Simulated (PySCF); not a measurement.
Input

```
{"job": {"xc": "wB97X-D", "basis": "pcSseg-1", "solvent": "water", "kind": "nmr", "pop": true}, "charge": 0, "multiplicity": 1}
C      2.316501    -0.081636     0.223440
S      0.870085     0.309701     1.249367
C     -0.416357    -0.349433     0.153050
C     -0.832516     0.516140    -1.040384
O     -2.189824     0.521437    -0.598327
C     -1.857396    -0.144906     0.620354
H      2.381722    -1.156897     0.081985
H      3.187096     0.276132     0.762224
H      2.232581     0.428383    -0.731789
H     -0.158732    -1.378536    -0.096334
H     -0.404354     1.523796    -1.036628
H     -0.721826     0.067171    -2.031023
H     -1.957424     0.517258     1.485431
H     -2.450234    -1.049083     0.774760
```

Run with:

```sh
OMP_NUM_THREADS=1 python ens_run.py task.json out
```

Geometry: GFN2-xTB.

Method: wB97X-D/pcSseg-1, SCF density, in a water solvent model, non-relativistic in PySCF 2.14.0.

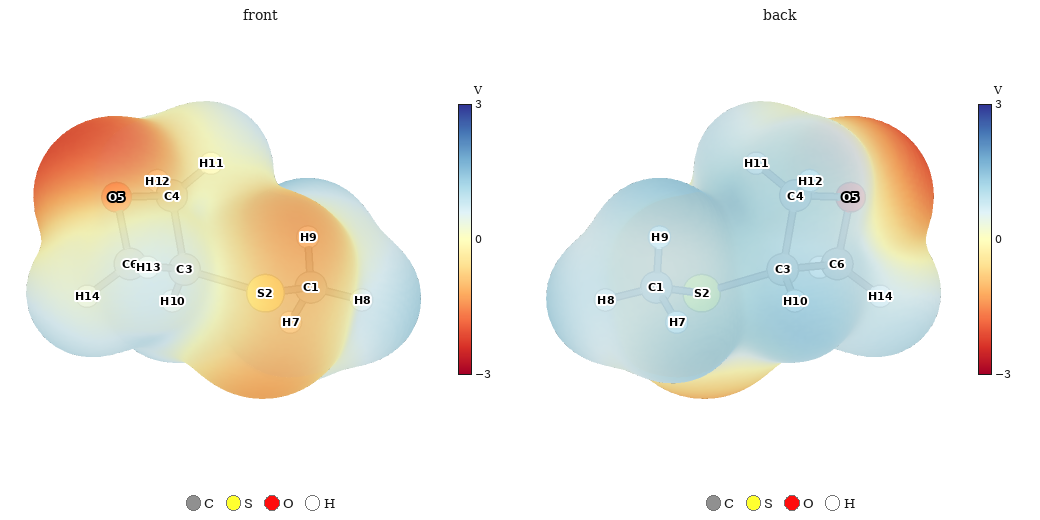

C4H8OS. The electrostatic potential painted on the density surface at 0.002 e/bohr³, seen from the front and from behind; the colour scale runs from red (negative) to blue (positive).

### Which sites attract a positive test charge, and which a negative one?

A positive charge is drawn to the negative regions and a negative charge to the positive ones. The most negative region (about −2.0 V) lies over O5, the most positive (about +1.3 V) over C4, H9 and H10. O5 is the likeliest acceptor of a hydrogen bond.
